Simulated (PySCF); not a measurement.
**wB97X/def2-SVPD run of Cu2 (SMILES [Cu][Cu])**

Aim: the vertical singlet–triplet gap of Cu2 at wB97X/def2-SVPD, from 2 runs. 

The calculation is run with PySCF 2.14.0.

9 further runs of the same task are left out: 3 that didn't finish, 6 set aside as unsound or not needed.

### 1 The structure to begin with

The species is Cu2 (2 atoms), meant as a singlet with charge 0. As SMILES, `[Cu][Cu]`. Geometry: the measured bond length.

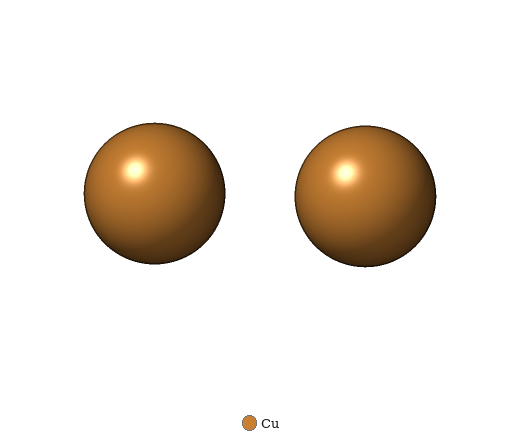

Viewed from a chosen angle; copper orange.

### 2 The energy at wB97X/def2-SVPD

Input file start.xyz:

```xyz
2
Cu2
Cu     0.000000     0.000000     0.000000
Cu     0.000000     0.000000     2.219700
```

Input file calc.py:

```python
from pyscf import gto, dft

mol = gto.Mole()
mol.atom = 'start.xyz'
mol.max_memory = 1860
mol.basis = 'def2-svpd'
mol.spin = 0
mol.verbose = 3
mol.build()

ks = dft.RKS(mol)
ks.xc = 'wb97x'
ks.conv_tol = 1e-10
ks.grids.level = 5
ks.kernel()
if not ks.converged:
    ks = ks.newton().run(ks.mo_coeff, ks.mo_occ)

e_tot = ks.e_tot
print('E(%s) = %.9f' % ('WB97X', e_tot))
```

Launch:

```bash
OMP_NUM_THREADS=1 python calc.py
```

The program printed:

```text
converged SCF energy = -3280.61421659928
E(WB97X) = -3280.614216599
```

It took 11 s on 1 thread of Arm Neoverse V1, shared host; peak memory 0.33 GiB.

### 3 The triplet, same level

Input file run.py:

```python
from pyscf import gto, dft

system = gto.Mole()
system.atom = '''
Cu   0.000000   0.000000   0.000000
Cu   0.000000   0.000000   2.219700
'''
system.basis = 'def2-svpd'
system.verbose = 3
system.max_memory = 1860
system.charge = 0
system.spin = 2
system.build()

calc0 = dft.UKS(system, xc='wb97x')
calc0.grids.level = 5
calc0.conv_tol = 1e-10
calc0.kernel()
if not calc0.converged:
    calc0 = calc0.newton().run(calc0.mo_coeff, calc0.mo_occ)

energy = calc0.e_tot
print('E(%s) = %.9f' % ('WB97X', energy))
```

Launch:

```bash
OMP_NUM_THREADS=1 python run.py
```

The program printed:

```text
WARN: HOMO -0.0525415048147169 >= LUMO -0.225506966341592

WARN: HOMO -0.266340224473621 >= LUMO -0.410140627086067

WARN: HOMO -0.210449168976851 >= LUMO -0.215984143609484

converged SCF energy = -3280.53148890405  <S^2> = 2.0049898  2S+1 = 3.0033247
E(WB97X) = -3280.531488904
```

It took 19 s on 1 thread of Arm Neoverse V1, shared host; peak memory 0.34 GiB.

### 4 Outcome

At wB97X/def2-SVPD:

| quantity | value |
| --- | --- |
| singlet: total energy | -3280.61422 Eh |
| singlet: dipole moment | 0.00 D |
| singlet: HOMO energy | -7.27 eV |
| singlet: LUMO energy | -0.22 eV |
| singlet: HOMO–LUMO gap | 7.05 eV |
| triplet: total energy | -3280.53149 Eh |
| triplet: dipole moment | 0.00 D |
| triplet: HOMO energy (highest over α and β) | -5.17 eV |
| triplet: LUMO energy (lowest over α and β) | -1.68 eV |
| triplet: ⟨S²⟩ | 2.005 |
| vertical energy of the triplet above the singlet | 2.251 eV |

At this shape the triplet lies 2.25 eV (217 kJ/mol) above the singlet.
